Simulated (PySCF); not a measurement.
SMILES COc1ccc(OC)cc1, singlet at its GFN2-xTB optimised geometry (Å):

```
20

C     -2.7235    -2.4847    -0.0090
O     -1.3191    -2.4292    -0.0019
C     -0.7190    -1.2008     0.0000
C     -1.3894     0.0181     0.0016
C     -0.6749     1.2002     0.0015
C      0.7170     1.2002     0.0000
O      1.3169     2.4287    -0.0012
C      2.7212     2.4846    -0.0112
C      1.3875    -0.0186     0.0000
C      0.6729    -1.2008     0.0000
H     -2.9765    -3.5439    -0.0178
H     -3.1418    -2.0067    -0.9011
H     -3.1505    -2.0195     0.8858
H     -2.4669     0.0631     0.0028
H     -1.1878     2.1489     0.0023
H      3.1373     2.0106    -0.9065
H      2.9741     3.5439    -0.0159
H      3.1505     2.0151     0.8804
H      2.4649    -0.0637    -0.0001
H      1.1859    -2.1495    -0.0003
```

Calculation: CAM-B3LYP/def2-SVP run with PySCF 2.14.0.

Map of the HOMO−1 amplitude (bohr^(-3/2)) on the plane z = 0.8 Å; orbital energy -8.51 eV, overall sign arbitrary:

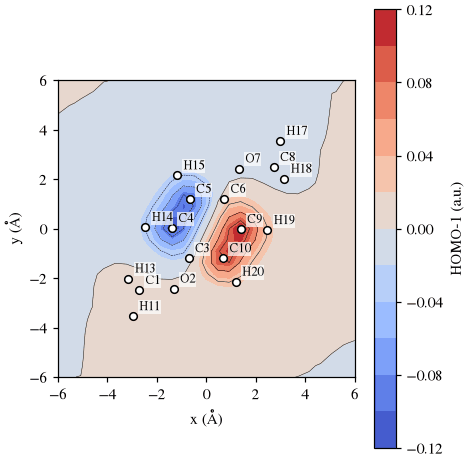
HOMO−1 amplitude (bohr^(-3/2)) on the plane z = 0.8 Å.
